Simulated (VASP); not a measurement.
# Ga with and without spin-orbit coupling, part 3 of 4

What does spin-orbit coupling change in Ga, and what does it cost? All runs use PBE. Left out of this account: 1 further run (fields: a reference on another mesh). The start is a cell from a database of measured crystal structures.

VASP 6.6.1, plane waves and PAW; the level of theory is named at each step.

Still holding for the runs below: The k-mesh is coarse for a metal.

So far. Step 3 (Bands along the symmetry lines (PBE + SOC)): There is no gap at this level. Without the coupling there was no gap either. The run took 3.9 times the core time, with 64 spinor bands against 40. Step 4 (Density of states (PBE)): Of the states within 0.3 eV of the Fermi level, the largest shares in the PAW spheres are Ga p 40 % and Ga s 12 %. The rest lies in smaller channels or between the spheres.

**5. Total and projected DOS (PBE + SOC)**

This step: PBE, spin-orbit coupling; plane waves and PAW (Ga_d) (VASP 6.6.1).

Here the states are counted by energy and projected on the atoms.

Input file INCAR:

```
SYSTEM = Ga
PREC = Accurate
ENCUT = 400
EDIFF = 1E-06
NELM = 100
ISMEAR = -5
SIGMA = 0.05
LREAL = .FALSE.
ALGO = Normal
GGA = PE
LNONCOLLINEAR = .TRUE.
MAGMOM = 0 0 0 0 0 0 0 0 0 0 0 0
NBANDS = 64
GGA_COMPAT = .FALSE.
LASPH = .TRUE.
LSORBIT = .TRUE.
LORBIT = 11
LWAVE = .FALSE.
LCHARG = .FALSE.
KPAR = 4
NEDOS = 2001
```

Input file POSCAR:

```
Ga
1.0
    2.2553500000     -3.8224000000      0.0000000000
    2.2553500000      3.8224000000      0.0000000000
    0.0000000000      0.0000000000      4.5167000000
Ga
4
Direct
    0.8475000000      0.1525000000      0.9215000000
    0.3475000000      0.6525000000      0.5785000000
    0.1525000000      0.8475000000      0.0785000000
    0.6525000000      0.3475000000      0.4215000000
```

Input file KPOINTS:

```
Automatic mesh
0
Gamma
7 7 6
0 0 0
```

Potentials, in the order of the species: Ga_d (PBE family, release 64).

The run is started by

```console
$ mpirun -np 4 vasp_ncl
```

The program printed:

```text
[... set-up lines as in an earlier step ...]
 entering main loop
       N       E                     dE             d eps       ncg     rms          rms(c)
DAV:   1     0.445015228657E+03    0.44502E+03   -0.20615E+04  8512   0.267E+03
DAV:   2     0.617412165926E+02   -0.38327E+03   -0.37292E+03  8232   0.642E+02
DAV:   3    -0.777766590968E+01   -0.69519E+02   -0.67663E+02  9456   0.190E+02
DAV:   4    -0.115608229655E+02   -0.37832E+01   -0.37373E+01  9312   0.480E+01
DAV:   5    -0.116780206363E+02   -0.11720E+00   -0.11740E+00  9664   0.943E+00    0.256E+00
DAV:   6    -0.116014510896E+02    0.76570E-01   -0.25576E-01  9816   0.662E+00    0.140E+00
DAV:   7    -0.115861186609E+02    0.15332E-01   -0.58716E-02 10264   0.254E+00    0.327E-01
DAV:   8    -0.115856786553E+02    0.44001E-03   -0.19002E-02  8816   0.151E+00    0.594E-02
DAV:   9    -0.115858236789E+02   -0.14502E-03   -0.19611E-03  9184   0.504E-01    0.455E-02
DAV:  10    -0.115858257575E+02   -0.20786E-05   -0.36699E-04  8912   0.196E-01    0.134E-02
DAV:  11    -0.115858285742E+02   -0.28167E-05   -0.58721E-05 12352   0.574E-02    0.663E-03
DAV:  12    -0.115858278501E+02    0.72410E-06   -0.71984E-06  7168   0.169E-02
   1 F= -.11585828E+02 E0= -.11585828E+02  d E =0.000000E+00  mag=     0.0000     0.0000     0.0000
 [... a notice as in an earlier step ...]
```

It took 2.2 min on 4 MPI ranks of AMD EPYC 7R43, shared host; peak memory 1.8 GiB.

Parts of OUTCAR (step 5):

```text
   NELECT =      52.0000    total number of electrons

 E-fermi :   5.0978

 k-point     1 :       0.0000    0.0000    0.0000
  band No.  band energies     occupation
    ...
     48       3.4253      1.00000
     49       3.5208      1.00000
     50       3.5208      1.00000
     51       4.2130      1.00000
     52       4.2130      1.00000
     53       6.0161      0.00000
     54       6.0161      0.00000
     55       6.0317      0.00000
     56       6.0317      0.00000
     57       6.0839      0.00000
    ...

  Total        0.0913446      1.9815618      0.8743729      0.0000000      0.0000000      0.0000000
  in kB        1.8792823     40.7677622     17.9889552      0.0000000      0.0000000      0.0000000
  external PRESSURE =      20.2119999 kB  Pullay stress =       0.0000000 kB

 POSITION                                       TOTAL-FORCE (eV/Angst)
 -----------------------------------------------------------------------------------
      2.25535     -2.65657      4.16214         0.000000      0.429213     -0.119017
      2.25535      1.16583      2.61291         0.000000      0.429213      0.119017
      2.25535      2.65657      0.35456         0.000000     -0.429213      0.119017
      2.25535     -1.16583      1.90379         0.000000     -0.429213     -0.119017
 -----------------------------------------------------------------------------------
    total drift:                               -0.000000     -0.000000      0.000000

  FREE ENERGIE OF THE ION-ELECTRON SYSTEM (eV)
  ---------------------------------------------------
  free  energy   TOTEN  =       -11.5858278501 eV

  energy  without entropy=      -11.5858278501  energy(sigma->0) =      -11.58582785

 Spin-Orbit-Coupling matrix elements
 Ion:    1  E_soc:     -0.0121044
 Ion:    2  E_soc:     -0.0121044
 Ion:    3  E_soc:     -0.0121044
 Ion:    4  E_soc:     -0.0121044

 magnetization (x)
# of ion       s       p       d       tot
------------------------------------------
    1        0.000  -0.000   0.000   0.000
    2       -0.000   0.000  -0.000  -0.000
    3        0.000  -0.000   0.000   0.000
    4       -0.000   0.000  -0.000  -0.000
--------------------------------------------------
tot          0.000   0.000   0.000   0.000

[... 12 parts as in an earlier step ...]

[... 7 further parts left out ...]
```

This step gave:

```yaml
scf_cycles: 12
bands: 64
free_energy_toten: -11.59 eV
fermi_energy: 5.098 eV
pressure: 2.021 GPa
dos_at_the_fermi_level: 0.3496 states/eV/cell
```

On-site spin-orbit energy by atom:

| atom | on-site spin-orbit energy (eV) |
| --- | --- |
| Ga1 | -0.0121 |
| Ga2 | -0.0121 |
| Ga3 | -0.0121 |
| Ga4 | -0.0121 |

The density of states has structure finer than the step of the table below, so its rows give means over 1 eV, whole bins alone (the curve runs from -12.0 to 2.12 eV). Peaks (eV: height): total -7.0: 1.41, -5.3: 1.44, -1.6: 2.40, 1.1: 2.66; Ga p -1.6: 1.02, 1.1: 0.809; Ga s -8.7: 0.464, -7.0: 0.682, -5.3: 0.614, 1.1: 0.574; Ga d -1.6: 0.0759, 1.1: 0.178.

States under -12.0 eV and over 2.1 eV are left out. The density of states by energy, zero at the Fermi level; means over each step; values in states/eV/cell:

```
energy (eV)  total     Ga p    Ga s     Ga d
        -11  0.116  0.00167  0.0616   2.0e-4
        -10  0.541   0.0197   0.278  0.00381
         -9  0.871   0.0544   0.432   0.0116
         -8  0.869   0.0718   0.425   0.0168
         -7   1.14    0.114   0.555   0.0259
         -6  0.932    0.130   0.419   0.0220
         -5   1.29    0.220   0.547   0.0337
         -4  0.948    0.202   0.355   0.0281
         -3   1.30    0.385   0.322   0.0374
         -2   1.79    0.707   0.196   0.0538
         -1   1.71    0.747   0.130   0.0627
          0  0.640    0.257  0.0747   0.0325
          1   2.00    0.641   0.397    0.132
```

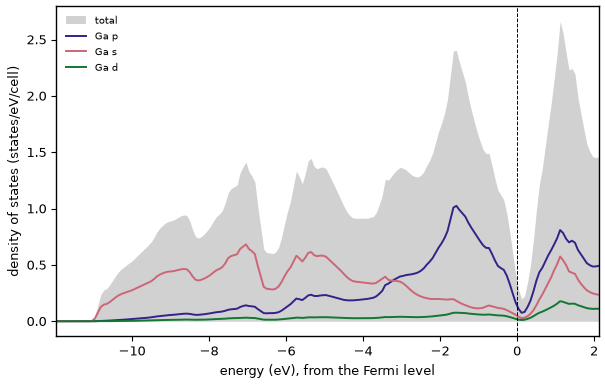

Density of states against energy.

Force by atom:

```csv
atom,x (eV/Å),y (eV/Å),z (eV/Å),size
Ga1,0.000,0.429,-0.119,0.445
Ga2,0.000,0.429,0.119,0.445
Ga3,0.000,-0.429,0.119,0.445
Ga4,0.000,-0.429,-0.119,0.445
```

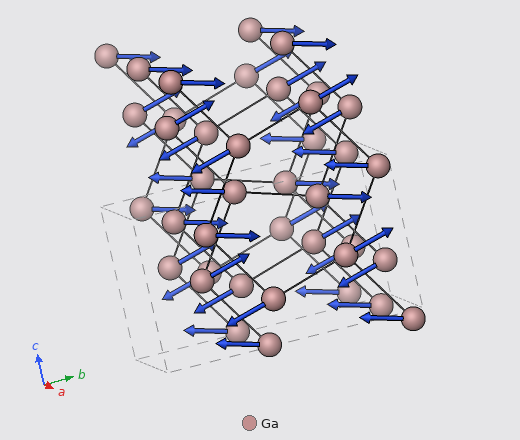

Force as arrows, the longest 0.445 eV/Å. 2×1×2 conventional cells are drawn. Some periodic images of atoms are drawn too.

The DOS at the Fermi level goes from 0.348 to 0.350 states/eV/cell, a number that is sensitive to the mesh. The run took 4.2 times the core time, with 64 spinor bands against 40. Of the states within 0.3 eV of the Fermi level, the largest shares in the PAW spheres are Ga p 40 % and Ga s 12 %. The rest lies in smaller channels or between the spheres.

**6. Full relaxation (PBE)**

This step: PBE; plane waves and PAW (Ga_d) (VASP 6.6.1).

Last, the cell itself: ISIF = 3 frees volume, shape and positions, first without the coupling.

Input file INCAR:

```
SYSTEM = Ga
PREC = Accurate
ENCUT = 400
EDIFF = 1E-06
NELM = 100
ISMEAR = -1
SIGMA = 0.05
LREAL = .FALSE.
ALGO = Normal
GGA = PE
NBANDS = 32
LORBIT = 11
LWAVE = .FALSE.
LCHARG = .FALSE.
KPAR = 4
IBRION = 2
NSW = 60
ISIF = 3
EDIFFG = -0.01
```

POSCAR is that of step 5.

KPOINTS is that of step 5.

The run is started by

```console
$ mpirun -np 4 vasp_std
```

The program printed:

```text
[... set-up lines as in an earlier step ...]
 entering main loop
       N       E                     dE             d eps       ncg     rms          rms(c)
DAV:   1     0.325259023399E+03    0.32526E+03   -0.22543E+04  4192   0.265E+03
DAV:   2     0.249628691446E+02   -0.30030E+03   -0.29459E+03  4288   0.499E+02
DAV:   3    -0.107078303866E+02   -0.35671E+02   -0.35413E+02  4648   0.139E+02
DAV:   4    -0.116427290333E+02   -0.93490E+00   -0.93349E+00  4680   0.269E+01
DAV:   5    -0.116629154647E+02   -0.20186E-01   -0.20184E-01  4960   0.393E+00    0.255E+00
DAV:   6    -0.115798902745E+02    0.83025E-01   -0.20500E-01  5000   0.630E+00    0.141E+00
DAV:   7    -0.115636853802E+02    0.16205E-01   -0.62273E-02  5744   0.280E+00    0.308E-01
DAV:   8    -0.115626408777E+02    0.10445E-02   -0.15280E-02  4568   0.139E+00    0.499E-02
DAV:   9    -0.115627910194E+02   -0.15014E-03   -0.11771E-03  4664   0.372E-01    0.257E-02
DAV:  10    -0.115627990105E+02   -0.79911E-05   -0.21821E-04  4816   0.163E-01    0.696E-03
DAV:  11    -0.115628029208E+02   -0.39102E-05   -0.37115E-05  4784   0.691E-02    0.558E-03
DAV:  12    -0.115628021145E+02    0.80629E-06   -0.15229E-05  4872   0.482E-02    0.104E-03
DAV:  13    -0.115628021042E+02    0.10221E-07   -0.12578E-06  3040   0.112E-02
   1 F= -.11562802E+02 E0= -.11558679E+02  d E =-.115628E+02
 curvature:   0.00 expect dE= 0.000E+00 dE for cont linesearch  0.000E+00
 trial: gam= 0.00000 g(F)=  0.377E-01 g(S)=  0.529E-01 ort = 0.000E+00 (trialstep = 0.100E+01)
 search vector abs. value=  0.906E-01
 bond charge predicted
       N       E                     dE             d eps       ncg     rms          rms(c)
DAV:   1    -0.123200608093E+02   -0.75726E+00   -0.19228E+01  4976   0.492E+01    0.530E+00
DAV:   2    -0.117780164837E+02    0.54204E+00   -0.24022E+00  5000   0.195E+01    0.241E+00
DAV:   3    -0.116177079285E+02    0.16031E+00   -0.23925E-01  5176   0.537E+00    0.583E-01
DAV:   4    -0.116030743808E+02    0.14634E-01   -0.59987E-02  4496   0.235E+00    0.123E-01
DAV:   5    -0.116031178131E+02   -0.43432E-04   -0.54097E-03  5048   0.767E-01    0.387E-02
DAV:   6    -0.116030167391E+02    0.10107E-03   -0.16264E-03  5144   0.486E-01    0.193E-02
DAV:   7    -0.116030081856E+02    0.85536E-05   -0.12533E-04  5448   0.110E-01    0.502E-03
DAV:   8    -0.116030091164E+02   -0.93078E-06   -0.10328E-05  4792   0.267E-02    0.217E-03
DAV:   9    -0.116030089442E+02    0.17212E-06   -0.14155E-06  2712   0.129E-02
   2 F= -.11603009E+02 E0= -.11598359E+02  d E =-.402068E-01
[... from here on, the cycles between the ionic steps are left out ...]
   3 F= -.11603097E+02 E0= -.11598449E+02  d E =-.402947E-01
   4 F= -.11603088E+02 E0= -.11598438E+02  d E =-.402855E-01
   5 F= -.11604864E+02 E0= -.11600485E+02  d E =-.177646E-02
   6 F= -.11605565E+02 E0= -.11601358E+02  d E =-.247702E-02
   7 F= -.11605960E+02 E0= -.11602074E+02  d E =-.287260E-02
   8 F= -.11605976E+02 E0= -.11601980E+02  d E =-.288883E-02
   9 F= -.11605991E+02 E0= -.11602035E+02  d E =-.290370E-02
  10 F= -.11605985E+02 E0= -.11602064E+02  d E =-.289724E-02
  11 F= -.11606444E+02 E0= -.11602701E+02  d E =-.458825E-03
  12 F= -.11606460E+02 E0= -.11602735E+02  d E =-.475154E-03
  13 F= -.11606475E+02 E0= -.11602784E+02  d E =-.490491E-03
  14 F= -.11606467E+02 E0= -.11602751E+02  d E =-.481775E-03
  15 F= -.11606473E+02 E0= -.11602772E+02  d E =-.488340E-03
  16 F= -.11606474E+02 E0= -.11602777E+02  d E =-.489475E-03
  17 F= -.11606522E+02 E0= -.11602841E+02  d E =-.477735E-04
  18 F= -.11606522E+02 E0= -.11602840E+02  d E =-.473889E-04
 curvature:  -0.56 expect dE=-0.179E-04 dE for cont linesearch -0.346E-05
 ZBRENT: accuracy reached
 trial: gam= 0.23882 g(F)=  0.273E-04 g(S)=  0.451E-05 ort = 0.186E-04 (trialstep = 0.140E+01)
 search vector abs. value=  0.439E-04
 bond charge predicted
       N       E                     dE             d eps       ncg     rms          rms(c)
DAV:   1    -0.116065555071E+02   -0.33608E-04   -0.15291E-02  4288   0.782E-01    0.353E-02
DAV:   2    -0.116065701009E+02   -0.14594E-04   -0.44596E-04  6080   0.200E-01    0.184E-02
DAV:   3    -0.116065618922E+02    0.82087E-05   -0.23265E-05  5088   0.576E-02    0.309E-03
DAV:   4    -0.116065613386E+02    0.55358E-06   -0.57739E-06  4200   0.267E-02
  19 F= -.11606561E+02 E0= -.11602874E+02  d E =-.396628E-04
 trial-energy change:   -0.000040  1 .order   -0.000039   -0.000051   -0.000028
 step:   3.1288(harm=  3.1288)  dis= 0.00210  next Energy=   -11.606578 (dE=-0.567E-04)
 reached required accuracy - stopping structural energy minimisation
```

The job ended after 3.9 min (4 MPI ranks; peak memory 0.83 GiB).

From OUTCAR (step 6):

```text
   k-points           NKPTS =     64   k-points in BZ     NKDIM =     64   number of bands    NBANDS=     32

   NELECT =      52.0000    total number of electrons

 E-fermi :   4.8411

 k-point     1 :       0.0000    0.0000    0.0000
  band No.  band energies     occupation
    ...
     22       0.4664      2.00000
     23       1.0092      2.00000
     24       3.1756      2.00000
     25       3.2201      2.00000
     26       4.0389      2.00000
     27       5.5967      0.00000
     28       5.7992      0.00000
     29       5.9923      0.00000
     30       9.7506      0.00000
     31       9.9646      0.00000
    ...

  Total       -0.0134142     -0.0162385     -0.0215510      0.0000000      0.0000000      0.0000000
  in kB       -0.2664889     -0.3225970     -0.4281371      0.0000000      0.0000000      0.0000000
  external PRESSURE =      -0.3390744 kB  Pullay stress =       0.0000000 kB

 POSITION                                       TOTAL-FORCE (eV/Angst)
 -----------------------------------------------------------------------------------
      2.25305     -2.67217      4.23985         0.000000      0.000570     -0.008414
      2.25305      1.20853      2.67807         0.000000      0.000570      0.008414
      2.25305      2.67217      0.37209         0.000000     -0.000570      0.008414
      2.25305     -1.20853      1.93388         0.000000     -0.000570     -0.008414
 -----------------------------------------------------------------------------------
    total drift:                               -0.000000     -0.000000      0.000000

  FREE ENERGIE OF THE ION-ELECTRON SYSTEM (eV)
  ---------------------------------------------------
  free  energy   TOTEN  =       -11.6065613386 eV

  energy  without entropy=      -11.5991870663  energy(sigma->0) =      -11.60287420

 reached required accuracy - stopping structural energy minimisation

[... 7 parts as in an earlier step ...]

[... 9 further parts left out ...]
```

The run keeps the 8 symmetry operations of its start, so it cannot find a distortion of lower symmetry.

The steps of the relaxation:

```
step  energy less that of the first step (eV)  largest force (eV/Å)  pressure (GPa)  volume (Å³)
   1                                   0.0000                0.4418            2.02        77.88
   2                                  -0.0402                0.0040            0.01        80.66
   3                                  -0.0403                0.0172            0.26        80.51
   4                                  -0.0403                0.0079            0.02        80.57
   5                                  -0.0421                0.0136           -0.14        80.76
   6                                  -0.0428                0.0171           -0.19        80.87
   7                                  -0.0432                0.0234           -0.39        81.10
   8                                  -0.0432                0.0224           -0.18        81.02
   9                                  -0.0432                0.0223           -0.14        81.05
  10                                  -0.0432                0.0231           -0.17        81.08
  11                                  -0.0436                0.0113           -0.05        80.80
  12                                  -0.0437                0.0121           -0.03        80.77
  13                                  -0.0437                0.0142            0.07        80.71
  14                                  -0.0437                0.0129           -0.13        80.75
  15                                  -0.0437                0.0135           -0.05        80.73
  16                                  -0.0437                0.0140           -0.04        80.72
  17                                  -0.0437                0.0104            0.06        80.63
  18                                  -0.0437                0.0119            0.02        80.63
  19                                  -0.0438                0.0084           -0.03        80.65
```

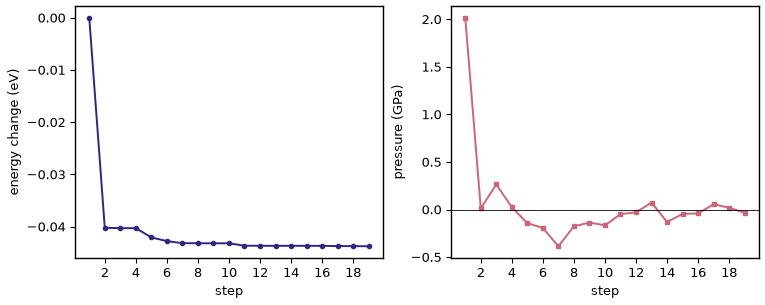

Energy and pressure along the relaxation.

```
conventional cell, symmetrised  before  after  change
                         a (Å)   4.511  4.506  -0.1 %
                         b (Å)   7.645  7.761  +1.5 %
                         c (Å)   4.517  4.612  +2.1 %
              volume (Å³/atom)   19.47  20.16  +3.6 %
```

The atoms that moved most (Å, as changes of fractional coordinates times the final cell):

```
atom     dx      dy      dz  length
 Ga1  0.000   0.025  -0.010   0.027
 Ga3  0.000  -0.025   0.010   0.027
 Ga2  0.000   0.025   0.010   0.027
 Ga4  0.000  -0.025  -0.010   0.027
```

The relaxed structure:

```xyz
4
Lattice="2.2531 -3.8807 0.0000 2.2531 3.8807 0.0000 0.0000 0.0000 4.6119" Properties=species:S:1:pos:R:3 pbc="T T T"
Ga    2.2531   -2.6722    4.2399
Ga    2.2531    1.2085    2.6781
Ga    2.2531    2.6722    0.3721
Ga    2.2531   -1.2085    1.9339
```

This step gave:

| Quantity | Value |
| --- | --- |
| bands | 32 |
| free energy (TOTEN) | -11.61 eV |
| energy at zero smearing | -11.60 eV |
| Fermi energy | 4.841 eV |
| pressure | -0.03391 GPa |
| SCF cycles over all ionic steps | 109 |

It ends with a largest force of 0.008 eV/Å and a pressure of -0.03 GPa.

(Part 3 of 4 ends here.)

[Lines on the potential files, build, host, timing and source positions are cut from VASP's logs without a mark.]

[Logs are printed without paths, hosts, clocks, repeated set-up lines and the standing remarks that a program may print on its own settings, such as how far it seeks lower states.]

[Hosts, paths, dates, database ids (printed as entryN), source tags and the programs' standing remarks are cut or masked in the printed files.]

[A measured line is paired with the nearest computed mode of its activity, which favours agreement.]
